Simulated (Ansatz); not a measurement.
# Ge(vinyl)2(NMe2)2 (C₈H₁₈GeN₂): structure and electronic state

What does Ge(vinyl)2(NMe2)2 (C₈H₁₈GeN₂) look like as a singlet, and where do its frontier electrons sit?

The runs use Ansatz 0.2.0, Gaussian basis; RKS PBE0-D4/def2-TZVP.

Levels to be run: relaxation at PBE-D4/def2-SVP; a single point at PBE0-D4/def2-TZVP.

## 1. Where the work starts

29 atoms, charge 0, spin multiplicity 1.

Atoms are counted from 1 here; the program's logs count them from 0.

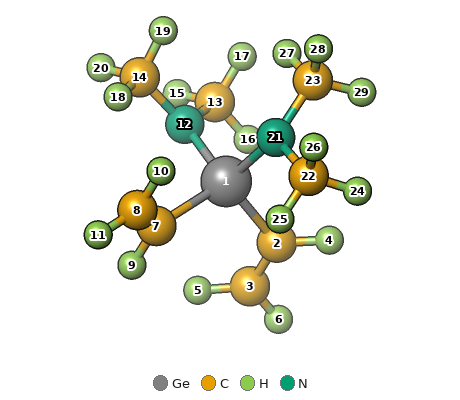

As it starts; germanium grey, carbon amber, hydrogen green, nitrogen teal; atoms are numbered from 1 in the order of the file.

The start is a GFN2-xTB geometry.

## 2. Relaxation at PBE-D4/def2-SVP

in.yaml

```yaml
crystal:
  periodic: [false, false, false]
  atoms:
    - {symbol: Ge, position_ang: [0.361170, -0.011990, 0.307940]}
    - {symbol: C, position_ang: [0.282950, -0.112550, 2.293750]}
    - {symbol: C, position_ang: [0.999800, 0.652070, 3.098330]}
    - {symbol: H, position_ang: [-0.371570, -0.862370, 2.721850]}
    - {symbol: H, position_ang: [1.663720, 1.408250, 2.712030]}
    - {symbol: H, position_ang: [0.949000, 0.568270, 4.174970]}
    - {symbol: C, position_ang: [2.215200, 0.016430, -0.364950]}
    - {symbol: C, position_ang: [2.613810, -0.552430, -1.488890]}
    - {symbol: H, position_ang: [2.930100, 0.562100, 0.237530]}
    - {symbol: H, position_ang: [1.922730, -1.103630, -2.107260]}
    - {symbol: H, position_ang: [3.634800, -0.498800, -1.839500]}
    - {symbol: N, position_ang: [-0.372120, 1.609590, -0.168370]}
    - {symbol: C, position_ang: [-1.481250, 2.187320, 0.553810]}
    - {symbol: C, position_ang: [-0.350150, 2.014440, -1.554580]}
    - {symbol: H, position_ang: [-1.403850, 3.279230, 0.533300]}
    - {symbol: H, position_ang: [-1.446680, 1.855980, 1.590440]}
    - {symbol: H, position_ang: [-2.456020, 1.912380, 0.128140]}
    - {symbol: H, position_ang: [0.511450, 1.563960, -2.044190]}
    - {symbol: H, position_ang: [-1.257150, 1.713650, -2.095760]}
    - {symbol: H, position_ang: [-0.263460, 3.103910, -1.619330]}
    - {symbol: N, position_ang: [-0.474400, -1.434310, -0.574850]}
    - {symbol: C, position_ang: [0.035630, -2.767820, -0.349910]}
    - {symbol: C, position_ang: [-1.906560, -1.435290, -0.765120]}
    - {symbol: H, position_ang: [-0.434980, -3.258860, 0.512760]}
    - {symbol: H, position_ang: [1.109250, -2.718890, -0.176460]}
    - {symbol: H, position_ang: [-0.151350, -3.387550, -1.232670]}
    - {symbol: H, position_ang: [-2.252660, -0.414190, -0.911200]}
    - {symbol: H, position_ang: [-2.158240, -2.018020, -1.657380]}
    - {symbol: H, position_ang: [-2.449190, -1.870890, 0.085590]}
basis:
  gaussian: {orbitals: def2-SVP}
hamiltonian: {xc: pbe, dispersion: d4}
scf: {lower_state_search: "off"}
output: {orbitals: {seedname: orbitals}}
relax: {f_tol: 0.03, max_steps: 70}
```

Launch:

```sh
ansatz run in.yaml --threads 2 --pin off --events-out ev --progress --plain --max-ram 32768MiB --backend cuda --devices 0, --max-vram 18GiB
```

The log of the run:

```text
Functional definition: PBE
  name "PBE"
  cite "Perdew, Burke & Ernzerhof, Phys. Rev. Lett. 77, 3865 (1996) doi:10.1103/PhysRevLett.77.3865"
  parent pbe
  parameter kappa = 0.804
  parameter beta = 0.06672455060314922
  exchange = pbe_x(kappa = kappa, mu = beta*pi^2/3)
  correlation = pbe_c(beta = beta)
these checks for a lower state are left out or cut short: stability, starts, cluster_reference, orbital_swaps, neighbouring_geometries, increment
3003 factors; their error is unknown
mean field evaluation 1: about -68015.8622 eV, gradient 1.1e2 eV
mean field evaluation 2: about -67966.3954 eV, gradient 1.8e2 eV
mean field evaluation 4: about -68046.4104 eV, gradient 1.2e1 eV
mean field evaluation 8: about -68046.7297 eV, gradient 5.9e-1 eV
mean field evaluation 16: about -68046.5703 eV, gradient 3.1e-3 eV
mean field -68046.57032655 eV, -2500.6653358786 hartree, gradient 3.0e-6 eV, S^2 0.000000; 0 other end points of the search recorded, 0 dependent functions left out
the calculation of the forces begins
reference -68046.57037492 eV, -2500.6653376563 hartree; 56, 56 occupied and 206, 206 virtual orbitals, 3003 factors
relax step   1: F+E_penalty+E_count = -68047.43488780 eV  Δ(F+E_penalty+E_count) = +0.000e0 eV  max|allowed force component| = 1.533e0 eV/Å  Δτ_max = 0.0000 Å  (23 SCF iters, accepted)
these checks for a lower state are left out or cut short: stability, starts, cluster_reference, orbital_swaps, neighbouring_geometries, increment
3003 factors; their error is unknown
mean field evaluation 32: about -68046.7923 eV, gradient 3.0e-3 eV
mean field -68046.79231281 eV, -2500.6734937235 hartree, gradient 1.3e-6 eV, S^2 0.000000; 0 other end points of the search recorded, 0 dependent functions left out
the calculation of the forces begins
reference -68046.79236154 eV, -2500.6734955143 hartree; 56, 56 occupied and 206, 206 virtual orbitals, 3003 factors
relax step   2: F+E_penalty+E_count = -68047.65698084 eV  Δ(F+E_penalty+E_count) = -2.221e-1 eV  max|allowed force component| = 4.187e-1 eV/Å  Δτ_max = 0.0673 Å  (22 SCF iters, accepted)
these checks for a lower state are left out or cut short: stability, starts, cluster_reference, orbital_swaps, neighbouring_geometries, increment
3003 factors; their error is unknown
mean field -68046.79174309 eV, -2500.6734727864 hartree, gradient 1.4e-6 eV, S^2 0.000000; 0 other end points of the search recorded, 0 dependent functions left out
the calculation of the forces begins
reference -68046.79179194 eV, -2500.6734745818 hartree; 56, 56 occupied and 206, 206 virtual orbitals, 3003 factors
relax step   3: F+E_penalty+E_count = -68047.65796956 eV  Δ(F+E_penalty+E_count) = -9.887e-4 eV  max|allowed force component| = 3.962e-1 eV/Å  Δτ_max = 0.1174 Å  (20 SCF iters, accepted)
these checks for a lower state are left out or cut short: stability, starts, cluster_reference, orbital_swaps, neighbouring_geometries, increment
3003 factors; their error is unknown
mean field -68046.80537030 eV, -2500.6739735773 hartree, gradient 1.3e-6 eV, S^2 0.000000; 0 other end points of the search recorded, 0 dependent functions left out
the calculation of the forces begins
reference -68046.80541916 eV, -2500.6739753727 hartree; 56, 56 occupied and 206, 206 virtual orbitals, 3003 factors
relax step   4: F+E_penalty+E_count = -68047.67190345 eV  Δ(F+E_penalty+E_count) = -1.393e-2 eV  max|allowed force component| = 4.075e-1 eV/Å  Δτ_max = 0.0988 Å  (21 SCF iters, accepted)
these checks for a lower state are left out or cut short: stability, starts, cluster_reference, orbital_swaps, neighbouring_geometries, increment
3003 factors; their error is unknown
mean field -68046.76109783 eV, -2500.6723465940 hartree, gradient 1.9e-6 eV, S^2 0.000000; 0 other end points of the search recorded, 0 dependent functions left out
the calculation of the forces begins
reference -68046.76114635 eV, -2500.6723483772 hartree; 56, 56 occupied and 206, 206 virtual orbitals, 3003 factors
relax step   5: F+E_penalty+E_count = -68047.63757676 eV  Δ(F+E_penalty+E_count) = +3.433e-2 eV  max|allowed force component| = 6.446e-1 eV/Å  Δτ_max = 0.2000 Å  (19 SCF iters, rejected (line search))
these checks for a lower state are left out or cut short: stability, starts, cluster_reference, orbital_swaps, neighbouring_geometries, increment
3003 factors; their error is unknown
mean field -68046.80666834 eV, -2500.6740212794 hartree, gradient 1.2e-6 eV, S^2 0.000000; 0 other end points of the search recorded, 0 dependent functions left out
the calculation of the forces begins
reference -68046.80671711 eV, -2500.6740230717 hartree; 56, 56 occupied and 206, 206 virtual orbitals, 3003 factors
relax step   6: F+E_penalty+E_count = -68047.67414059 eV  Δ(F+E_penalty+E_count) = -2.237e-3 eV  max|allowed force component| = 1.134e-1 eV/Å  Δτ_max = 0.0807 Å  (22 SCF iters, accepted)
these checks for a lower state are left out or cut short: stability, starts, cluster_reference, orbital_swaps, neighbouring_geometries, increment
3003 factors; their error is unknown
mean field evaluation 64: about -68046.9752 eV, gradient 4.0e-2 eV
mean field -68046.81559920 eV, -2500.6743494824 hartree, gradient 1.2e-6 eV, S^2 0.000000; 0 other end points of the search recorded, 0 dependent functions left out
the calculation of the forces begins
reference -68046.81564811 eV, -2500.6743512797 hartree; 56, 56 occupied and 206, 206 virtual orbitals, 3003 factors
relax step   7: F+E_penalty+E_count = -68047.68001086 eV  Δ(F+E_penalty+E_count) = -5.870e-3 eV  max|allowed force component| = 5.950e-2 eV/Å  Δτ_max = 0.1000 Å  (21 SCF iters, accepted)
these checks for a lower state are left out or cut short: stability, starts, cluster_reference, orbital_swaps, neighbouring_geometries, increment
3003 factors; their error is unknown
mean field -68046.81613463 eV, -2500.6743691590 hartree, gradient 1.2e-6 eV, S^2 0.000000; 0 other end points of the search recorded, 0 dependent functions left out
the calculation of the forces begins
reference -68046.81618343 eV, -2500.6743709526 hartree; 56, 56 occupied and 206, 206 virtual orbitals, 3003 factors
relax step   8: F+E_penalty+E_count = -68047.68269733 eV  Δ(F+E_penalty+E_count) = -2.686e-3 eV  max|allowed force component| = 2.291e-2 eV/Å  Δτ_max = 0.0359 Å  (22 SCF iters, accepted)
Total energy: -68047.68274614 eV, -2500.7062165446 hartree
Atom 0 at     0.398577    -0.010502     0.307714 Å, force     0.001938     0.002139     0.003283 eV/Å
Atom 1 at     0.322693    -0.149506     2.263467 Å, force    -0.001076    -0.011355     0.013542 eV/Å
Atom 2 at     0.976766     0.683996     3.094668 Å, force    -0.001765     0.008986     0.006137 eV/Å
Atom 3 at    -0.264085    -0.980867     2.697662 Å, force     0.013229     0.009811    -0.014600 eV/Å
Atom 4 at     1.577796     1.533737     2.723478 Å, force    -0.008308    -0.013142    -0.012468 eV/Å
Atom 5 at     0.941497     0.566237     4.192992 Å, force    -0.003456     0.005940    -0.005728 eV/Å
Atom 6 at     2.236827     0.004250    -0.349832 Å, force     0.005953    -0.000953    -0.017093 eV/Å
Atom 7 at     2.581736    -0.550924    -1.527046 Å, force    -0.012718    -0.008773     0.004008 eV/Å
Atom 8 at     3.007137     0.504830     0.264524 Å, force    -0.003597     0.002543     0.007303 eV/Å
Atom 9 at     1.829330    -1.062288    -2.153420 Å, force    -0.001320     0.001812    -0.002212 eV/Å
Atom 10 at     3.617082    -0.527862    -1.910812 Å, force     0.004784     0.004858     0.001894 eV/Å
Atom 11 at    -0.426586     1.568217    -0.190844 Å, force     0.012655    -0.022907     0.019114 eV/Å
Atom 12 at    -1.515962     2.141387     0.567502 Å, force    -0.010818     0.001059     0.002759 eV/Å
Atom 13 at    -0.340728     2.018748    -1.562636 Å, force    -0.005985     0.005329    -0.012097 eV/Å
Atom 14 at    -1.445990     3.255537     0.584199 Å, force     0.000796     0.001929     0.001169 eV/Å
Atom 15 at    -1.486112     1.792595     1.619100 Å, force     0.000791    -0.000555    -0.001449 eV/Å
Atom 16 at    -2.528382     1.890902     0.155477 Å, force     0.003469     0.000187    -0.003996 eV/Å
Atom 17 at     0.557221     1.596569    -2.057433 Å, force     0.000513     0.000173    -0.000019 eV/Å
Atom 18 at    -1.231147     1.735390    -2.182111 Å, force     0.007698     0.001603     0.008050 eV/Å
Atom 19 at    -0.256189     3.130896    -1.611263 Å, force     0.000090     0.000998     0.000203 eV/Å
Atom 20 at    -0.441577    -1.443902    -0.549796 Å, force    -0.001356     0.020994     0.004230 eV/Å
Atom 21 at     0.037249    -2.785330    -0.288359 Å, force    -0.004333    -0.007352    -0.000701 eV/Å
Atom 22 at    -1.866435    -1.367074    -0.792479 Å, force    -0.003582    -0.005980    -0.001735 eV/Å
Atom 23 at    -0.430779    -3.265765     0.611701 Å, force     0.000039     0.001605    -0.000417 eV/Å
Atom 24 at     1.136011    -2.785867    -0.135068 Å, force     0.000543    -0.001961     0.000620 eV/Å
Atom 25 at    -0.174680    -3.459251    -1.152659 Å, force     0.002331     0.001879     0.002083 eV/Å
Atom 26 at    -2.170310    -0.317226    -0.976952 Å, force     0.000696    -0.002692    -0.002733 eV/Å
Atom 27 at    -2.147936    -1.960206    -1.695159 Å, force     0.001255     0.001110     0.001243 eV/Å
Atom 28 at    -2.493044    -1.756730     0.053405 Å, force     0.001533     0.002713    -0.000390 eV/Å
Dipole moment:     0.037378    -0.006029     0.103975 e Å
Checks for a lower state left out: stability, starts, cluster_reference, orbital_swaps, neighbouring_geometries, increment
```

Wall time 23 s (1 × H100 (card shared with other runs) with 2 threads of AMD EPYC 7R13, shared host); peak host memory 0.92 GiB.

Step by step: (the energy doesn't fall at every step)

| step | energy from step 1 (eV) | largest force component (eV/Å) |
| --- | --- | --- |
| 1 | 0.0000 | 1.5327 |
| 2 | -0.2221 | 0.4187 |
| 3 | -0.2231 | 0.3962 |
| 4 | -0.2370 | 0.4075 |
| 5 | -0.2027 | 0.6446 |
| 6 | -0.2393 | 0.1134 |
| 7 | -0.2451 | 0.0595 |
| 8 | -0.2478 | 0.0229 |

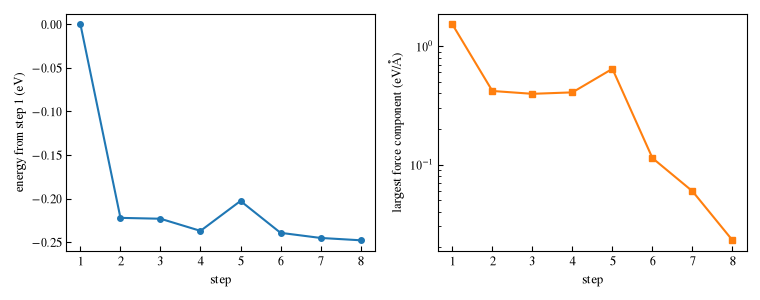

Energy and largest force along the relaxation.

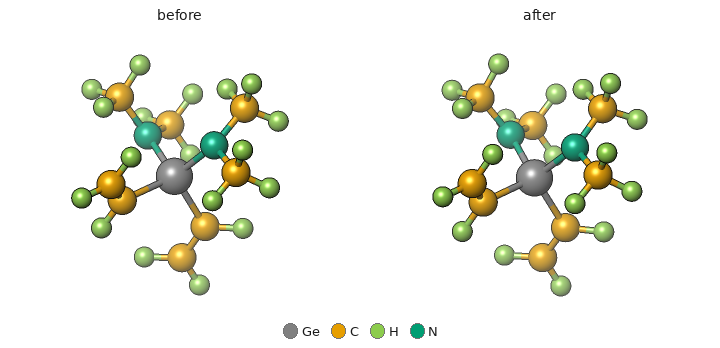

The geometry before (left) and after (right).

Close pairs (by a distance rule), those that changed most:

| bond | before (Å) | after (Å) | change (Å) |
| --- | --- | --- | --- |
| Ge1–C2 | 1.990 | 1.962 | -0.028 |
| C3–H5 | 1.078 | 1.105 | +0.027 |
| C8–H10 | 1.079 | 1.105 | +0.026 |
| C2–C3 | 1.321 | 1.347 | +0.025 |
| C7–C8 | 1.321 | 1.346 | +0.025 |
| C3–H6 | 1.081 | 1.105 | +0.024 |
| C22–H24 | 1.099 | 1.122 | +0.024 |
| C8–H11 | 1.081 | 1.104 | +0.024 |

Bonds by kind at the end (by distance):

| bond | count | shortest (Å) | longest (Å) |
| --- | --- | --- | --- |
| C–N | 4 | 1.446 | 1.448 |
| Ge–N | 2 | 1.850 | 1.870 |
| C–Ge | 2 | 1.952 | 1.962 |
| C–C | 2 | 1.346 | 1.347 |
| C–H | 18 | 1.104 | 1.122 |

## 3. Single point, PBE0-D4/def2-TZVP

start.molden holds the orbitals of an earlier run on this state, given as this run's starting guess.

in.yaml

```yaml
crystal:
  periodic: [false, false, false]
  atoms:
    - {symbol: Ge, position_ang: [0.398577, -0.010502, 0.307714]}
    - {symbol: C, position_ang: [0.322693, -0.149506, 2.263467]}
    - {symbol: C, position_ang: [0.976766, 0.683996, 3.094668]}
    - {symbol: H, position_ang: [-0.264085, -0.980867, 2.697662]}
    - {symbol: H, position_ang: [1.577796, 1.533737, 2.723478]}
    - {symbol: H, position_ang: [0.941497, 0.566237, 4.192992]}
    - {symbol: C, position_ang: [2.236827, 0.004250, -0.349832]}
    - {symbol: C, position_ang: [2.581736, -0.550924, -1.527046]}
    - {symbol: H, position_ang: [3.007137, 0.504830, 0.264524]}
    - {symbol: H, position_ang: [1.829330, -1.062288, -2.153420]}
    - {symbol: H, position_ang: [3.617082, -0.527862, -1.910812]}
    - {symbol: N, position_ang: [-0.426586, 1.568217, -0.190844]}
    - {symbol: C, position_ang: [-1.515962, 2.141387, 0.567502]}
    - {symbol: C, position_ang: [-0.340728, 2.018748, -1.562636]}
    - {symbol: H, position_ang: [-1.445990, 3.255537, 0.584199]}
    - {symbol: H, position_ang: [-1.486112, 1.792595, 1.619100]}
    - {symbol: H, position_ang: [-2.528382, 1.890902, 0.155477]}
    - {symbol: H, position_ang: [0.557221, 1.596569, -2.057433]}
    - {symbol: H, position_ang: [-1.231147, 1.735390, -2.182111]}
    - {symbol: H, position_ang: [-0.256189, 3.130896, -1.611263]}
    - {symbol: N, position_ang: [-0.441577, -1.443902, -0.549796]}
    - {symbol: C, position_ang: [0.037249, -2.785330, -0.288359]}
    - {symbol: C, position_ang: [-1.866435, -1.367074, -0.792479]}
    - {symbol: H, position_ang: [-0.430779, -3.265765, 0.611701]}
    - {symbol: H, position_ang: [1.136011, -2.785867, -0.135068]}
    - {symbol: H, position_ang: [-0.174680, -3.459251, -1.152659]}
    - {symbol: H, position_ang: [-2.170310, -0.317226, -0.976952]}
    - {symbol: H, position_ang: [-2.147936, -1.960206, -1.695159]}
    - {symbol: H, position_ang: [-2.493044, -1.756730, 0.053405]}
basis:
  gaussian: {orbitals: def2-TZVP, fitting: {mean_field: def2-universal-jkfit}, initial_orbitals: start.molden}
hamiltonian: {xc: pbe0, dispersion: d4}
scf: {omitted_lower_state_checks: [starts]}
output: {forces: true, orbitals: {seedname: orbitals}}
```

The command is unchanged.

The log of the run:

```text
Functional definition: PBE0
  name "PBE0"
  cite "Adamo & Barone, J. Chem. Phys. 110, 6158 (1999) doi:10.1063/1.478522"
  cite "Perdew, Burke & Ernzerhof, Phys. Rev. Lett. 77, 3865 (1996) doi:10.1103/PhysRevLett.77.3865"
  parent pbe
  parameter a = 0.25
  parameter kappa = 0.804
  parameter beta = 0.06672455060314922
  exchange = (1 - a)*pbe_x(kappa = kappa, mu = beta*pi^2/3) + a*exact_x
  correlation = pbe_c(beta = beta)
these checks for a lower state are left out or cut short: starts
1344 factors; integrals over basis functions are off by at most 4.0e-1 eV
mean field evaluation 1: about -68063.4282 eV, gradient 1.9e2 eV
mean field evaluation 2: about -68069.4399 eV, gradient 6.2e0 eV
mean field evaluation 4: about -68069.5379 eV, gradient 1.4e-1 eV
mean field evaluation 8: about -68069.5380 eV, gradient 2.4e-5 eV
mean field -68069.53796403 eV, -2501.5093809883 hartree, gradient 2.4e-5 eV, S^2 0.000000; 0 other end points of the search recorded, 0 dependent functions left out
the calculation of the forces begins
reference -68069.53801544 eV, -2501.5093828774 hartree; 56, 56 occupied and 410, 410 virtual orbitals, 1344 factors
Total energy: -68070.29239924 eV, -2501.5371059708 hartree
Atom 0 at     0.398577    -0.010502     0.307714 Å, force    -0.239960     0.026049    -0.196498 eV/Å
Atom 1 at     0.322693    -0.149506     2.263467 Å, force     0.240056     0.231224     0.619115 eV/Å
Atom 2 at     0.976766     0.683996     3.094668 Å, force    -0.232022    -0.282927    -0.274084 eV/Å
Atom 3 at    -0.264085    -0.980867     2.697662 Å, force     0.328510     0.459257    -0.205258 eV/Å
Atom 4 at     1.577796     1.533737     2.723478 Å, force    -0.338413    -0.479434     0.173304 eV/Å
Atom 5 at     0.941497     0.566237     4.192992 Å, force     0.002230     0.056140    -0.605849 eV/Å
Atom 6 at     2.236827     0.004250    -0.349832 Å, force     0.422388    -0.187092    -0.561404 eV/Å
Atom 7 at     2.581736    -0.550924    -1.527046 Å, force    -0.149072     0.176581     0.448541 eV/Å
Atom 8 at     3.007137     0.504830     0.264524 Å, force    -0.377110    -0.268397    -0.348759 eV/Å
Atom 9 at     1.829330    -1.062288    -2.153420 Å, force     0.409191     0.280417     0.339901 eV/Å
Atom 10 at     3.617082    -0.527862    -1.910812 Å, force    -0.551621    -0.001740     0.222720 eV/Å
Atom 11 at    -0.426586     1.568217    -0.190844 Å, force     0.041245    -0.127715     0.032005 eV/Å
Atom 12 at    -1.515962     2.141387     0.567502 Å, force    -0.250967     0.126843     0.122715 eV/Å
Atom 13 at    -0.340728     2.018748    -1.562636 Å, force    -0.030306     0.120052    -0.288643 eV/Å
Atom 14 at    -1.445990     3.255537     0.584199 Å, force     0.009189    -0.552692    -0.031501 eV/Å
Atom 15 at    -1.486112     1.792595     1.619100 Å, force     0.006895     0.156495    -0.532077 eV/Å
Atom 16 at    -2.528382     1.890902     0.155477 Å, force     0.524047     0.093113     0.167377 eV/Å
Atom 17 at     0.557221     1.596569    -2.057433 Å, force    -0.436842     0.193998     0.268519 eV/Å
Atom 18 at    -1.231147     1.735390    -2.182111 Å, force     0.428327     0.114307     0.350437 eV/Å
Atom 19 at    -0.256189     3.130896    -1.611263 Å, force    -0.040115    -0.547867     0.070311 eV/Å
Atom 20 at    -0.441577    -1.443902    -0.549796 Å, force     0.016977     0.100534     0.172518 eV/Å
Atom 21 at     0.037249    -2.785330    -0.288359 Å, force     0.058814    -0.312659     0.060538 eV/Å
Atom 22 at    -1.866435    -1.367074    -0.792479 Å, force    -0.325216    -0.027723    -0.030268 eV/Å
Atom 23 at    -0.430779    -3.265765     0.611701 Å, force     0.213381     0.286279    -0.439042 eV/Å
Atom 24 at     1.136011    -2.785867    -0.135068 Å, force    -0.538936     0.027753    -0.072396 eV/Å
Atom 25 at    -0.174680    -3.459251    -1.152659 Å, force     0.090039     0.372833     0.400889 eV/Å
Atom 26 at    -2.170310    -0.317226    -0.976952 Å, force     0.175220    -0.511001     0.089111 eV/Å
Atom 27 at    -2.147936    -1.960206    -1.695159 Å, force     0.188086     0.285728     0.438943 eV/Å
Atom 28 at    -2.493044    -1.756730     0.053405 Å, force     0.355983     0.191647    -0.391164 eV/Å
Dipole moment:     0.046684    -0.004460     0.108925 e Å
Checks for a lower state left out: starts
```

Run time: 5.5 s. Hardware: 1 × H100 (card shared with other runs) with 2 threads of AMD EPYC 7R13, shared host; peak host memory 1.1 GiB.

Report: HOMO -5.89 eV, LUMO -0.73 eV.

Mulliken charges, from this run's orbitals:

Ge1 0.50; C2 -0.31; C3 -0.22; H4 0.13; H5 0.13; H6 0.13; C7 -0.29; C8 -0.23; H9 0.12; H10 0.15; H11 0.13; N12 -0.23; C13 -0.30; C14 -0.29; H15 0.11; H16 0.14; H17 0.10; H18 0.14; H19 0.10; H20 0.11; N21 -0.23; C22 -0.32; C23 -0.30; H24 0.10; H25 0.14; H26 0.12; H27 0.13; H28 0.12; H29 0.10

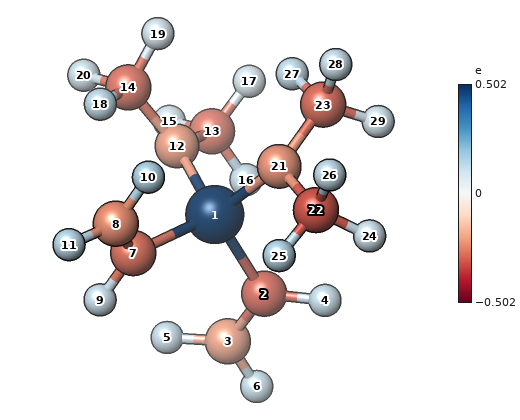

Mulliken charges, from this run's orbitals, as colours on the atoms.

Largest Mayer bond orders: C2–C3 1.94; C7–C8 1.93; Ge1–N12 1.09; N21–C23 1.00; N12–C13 0.99; N12–C14 0.99; Ge1–N21 0.98; N21–C22 0.97; C23–H27 0.97; C22–H26 0.96.

The fields below are evaluated on a grid from the run's orbitals.

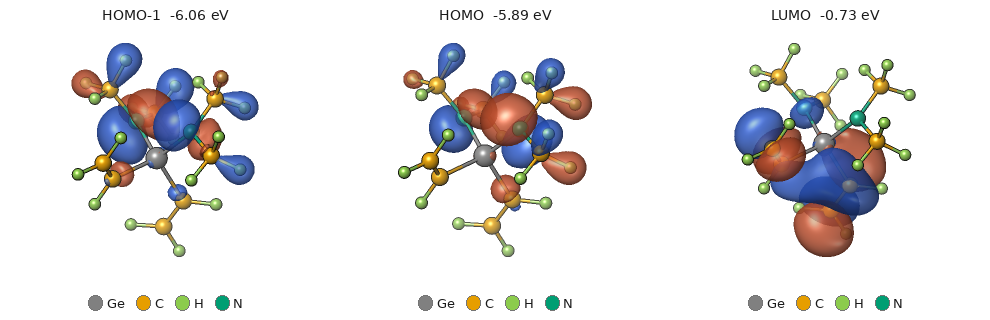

PBE0-D4/def2-TZVP orbitals near the gap, drawn at the value that encloses 70 % of each; the two colours are the two signs.

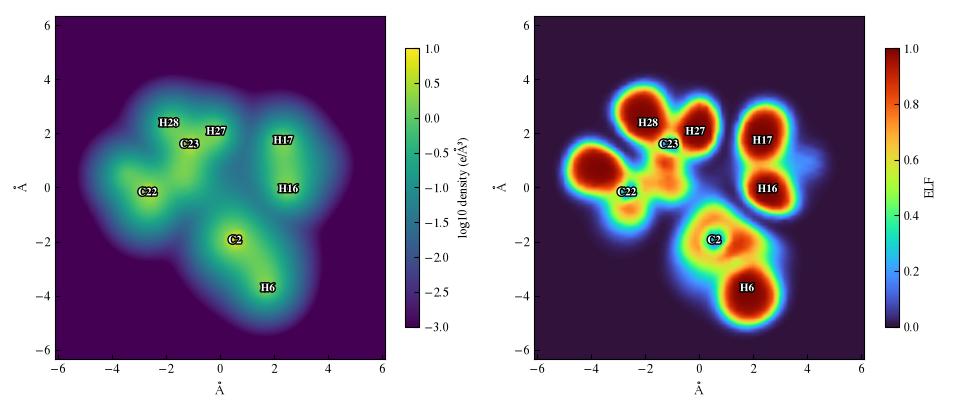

Density (left) and ELF (right) in a plane through or near 8 of the atoms.

## 4. Results

| quantity | value |
| --- | --- |
| point group | C1 |
| commonest bond, hydrogen aside | C–N, 4 of mean length 1.447 Å |
| HOMO, LUMO at PBE0-D4/def2-TZVP | -5.89, -0.73 eV |
| dipole at PBE-D4/def2-SVP | 0.53 D |

**Reading.** The molecule keeps its bonding pattern by the stored test; the atoms moved 0.09 Å (rms). No usable vibrations, so a minimum isn't proven. The HOMO lies nearest to N21 42 %; N12 21 % and the LUMO to C2, C3 about 18 % each; C7, C8 about 11 % each. The point group is read from a loosely relaxed geometry; soft torsions can leave it below the true symmetry.
